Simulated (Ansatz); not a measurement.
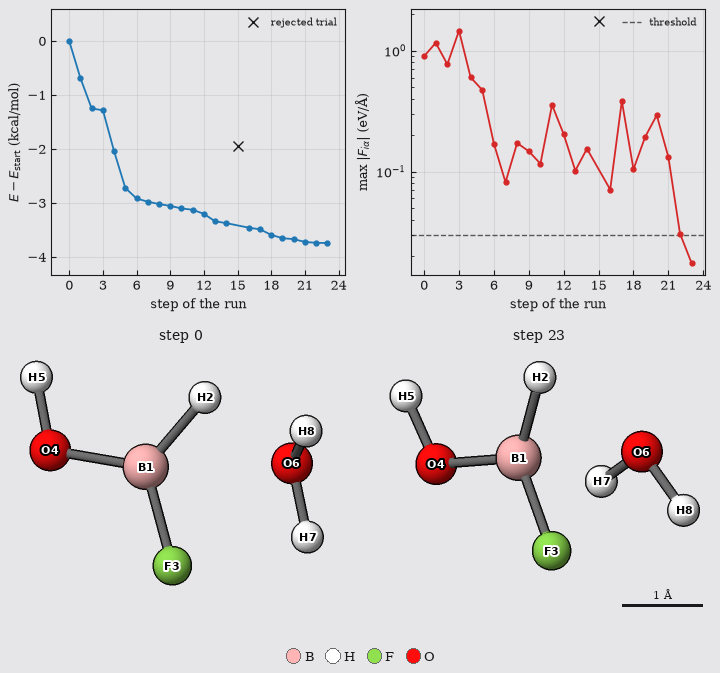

First and last geometry of a relaxation of BH4O2F, with the history of the run. The picture is a ball-and-stick view, seen at a tilt.

The run prepares an end point of a later path (reaction) calculation, from a guessed geometry.

Method: RKS PBE0/def2-SVP (Ansatz). Set-up: no spin polarisation; force threshold 0.03 eV/Å; at most 50 steps.

Read the history and describe the run.

It converged. The atom that moves furthest after the best rigid fit is H7 (1.15 Å). Largest moves by element: H 1.15 Å, O 0.51 Å, F 0.41 Å, B 0.22 Å. Among the contacts that change: B1–O6 2.607 → 2.095 Å, B1–O4 1.341 → 1.369 Å, B1–F3 1.329 → 1.348 Å, O6–H8 0.983 → 0.966 Å. Bond angles that change, for instance: F3–B1–O4 117.6° → 115.4°. Over 22 accepted moves (23 points after the start) the energy falls by 3.74 kcal/mol. The largest force component goes from 0.9 to 0.017 eV/Å. The line search rejected the trial step at point 15 of the run. The run took 61 s on 1 thread of Arm Neoverse V1, with other jobs on the host, peak memory 0.14 GiB.

```tsv
step	E − E(0), kcal/mol	largest force component, eV/Å	note
0	0.00	0.8997	
1	-0.69	1.1622	
2	-1.25	0.7716	
3	-1.28	1.4652	
4	-2.04	0.6024	
5	-2.72	0.4732	
6	-2.91	0.1703	
7	-2.98	0.0817	
8	-3.02	0.1724	
9	-3.05	0.1473	
10	-3.10	0.1163	
11	-3.12	0.3562	
12	-3.20	0.2039	
13	-3.34	0.1019	
14	-3.37	0.1546	
15	-1.94	1.7655	rejected
16	-3.46	0.0711	
17	-3.49	0.3836	
18	-3.59	0.1045	
19	-3.65	0.1932	
20	-3.67	0.2927	
21	-3.72	0.1321	
22	-3.74	0.0307	
23	-3.74	0.0175
```
